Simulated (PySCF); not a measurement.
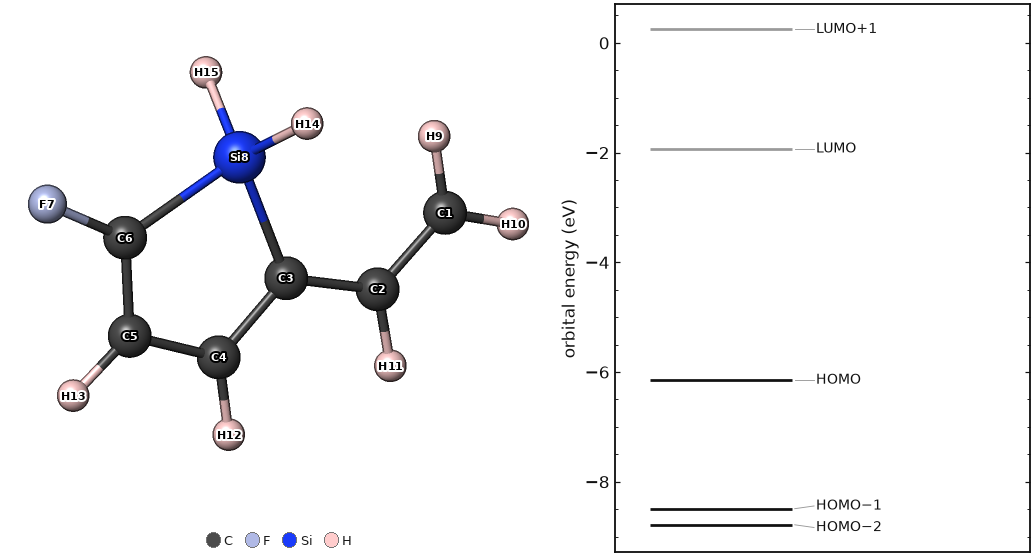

C₆H₇FSi, SMILES C=CC1=CC=C(F)[SiH2]1. Kohn-Sham orbital energies near the frontier, PBE0/def2-SVPD, PySCF 2.14.0, at a GFN2-xTB geometry (no frequency check), isolated molecule; empty levels in grey, levels within 0.03 eV side by side.

Question: Where do the frontier orbitals lie?

Answer: HOMO at −6.15 eV, LUMO at −1.93 eV, 4.22 eV apart.

Question: On which atoms do HOMO and LUMO mostly sit?

Answer: HOMO: C1 17 %, C3 17 %, C6 16 %. LUMO: C4 19 %, C6 17 %, C3 13 % (Löwdin shares).

Question: List the levels with the atoms that carry most of them (a dash for levels above zero or within 0.03 eV of another, where shares mean little).

Answer:
```csv
orbital,energy (eV),Löwdin shares
LUMO+1,0.25,–
LUMO,−1.93,"C4 19 %, C6 17 %, C3 13 %"
HOMO,−6.15,"C1 17 %, C3 17 %, C6 16 %"
HOMO−1,−8.49,"C2 23 %, C1 19 %, C5 18 %"
HOMO−2,−8.79,"C3 23 %, Si8 20 %, C6 14 %"
```

Note: the tight-binding geometry is rougher than a DFT one and adds to the error; one conformer of a flexible molecule; empty levels above zero depend strongly on the basis.
